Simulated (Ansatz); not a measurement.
**Pressure series in SnO**

Consider SnO in the litharge type structure (space group P4/nmm, No. 129; a = 3.836 Å, c = 4.757 Å; layered, stacked along the Cartesian z axis).

Cell and atoms are relaxed at each pressure.

Levels (all Ansatz, a quantum-chemistry and plane-wave program, PAW, earlier PAW set): PBE-D3(BJ) (420 eV, no spin-orbit coupling); r2SCAN+rVV10 (500 eV, without spin-orbit coupling).

The base cell above is that of PBE-D3(BJ); each level relaxes its own structures.

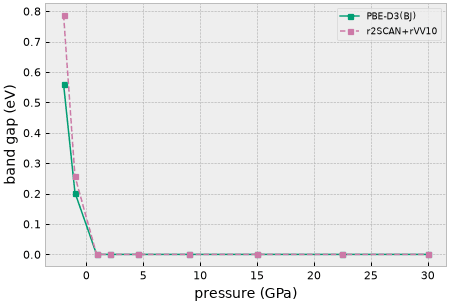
Figure: Band gap under two levels

Task: How do the two levels compare along the series?

Result: The two levels differ by at most about 0.23 eV. They put the cases in the same order.

The mesh was chosen for an insulator and is coarse for the gapless case. Load acts through the strain it causes; cell and atoms are relaxed under it. Stability against distortions was not tested. Competing high-pressure phases were not computed. The final runs are not spin-polarised. A zero or small gap of SnO can be the functional's error rather than a property of the material.
